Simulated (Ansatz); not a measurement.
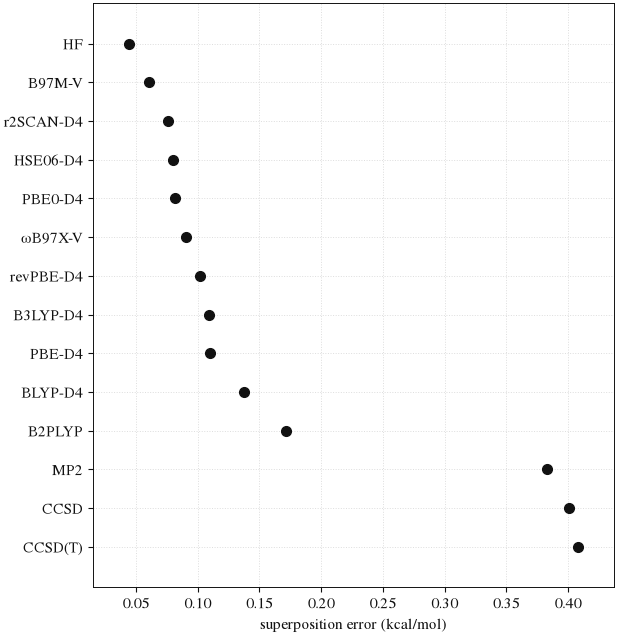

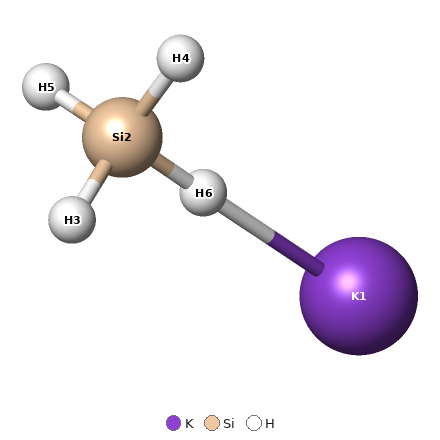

Basis-set superposition error of the pair K⁺ and H₄Si at one optimised PBE0-D4 geometry, drawn, with the closest contact K1···H6 2.88 Å (H···H pairs aside; other arrangements can bind more strongly; the cost of deforming the partners isn't counted), def2-TZVPPD, the Ansatz code 0.2.0; cores frozen in correlated methods. The outer core of Li, Na, Mg and K is correlated.

What range do the values span?

Answer. From 0.04 kcal/mol (HF) to 0.41 kcal/mol (CCSD(T)).

Give the values.

Answer.
| level | kcal/mol |
| --- | --- |
| HF | 0.04 |
| B97M-V | 0.06 |
| r2SCAN-D4 | 0.08 |
| HSE06-D4 | 0.08 |
| PBE0-D4 | 0.08 |
| ωB97X-V | 0.09 |
| revPBE-D4 | 0.10 |
| B3LYP-D4 | 0.11 |
| PBE-D4 | 0.11 |
| BLYP-D4 | 0.14 |
| B2PLYP | 0.17 |
| MP2 | 0.38 |
| CCSD | 0.40 |
| CCSD(T) | 0.41 |
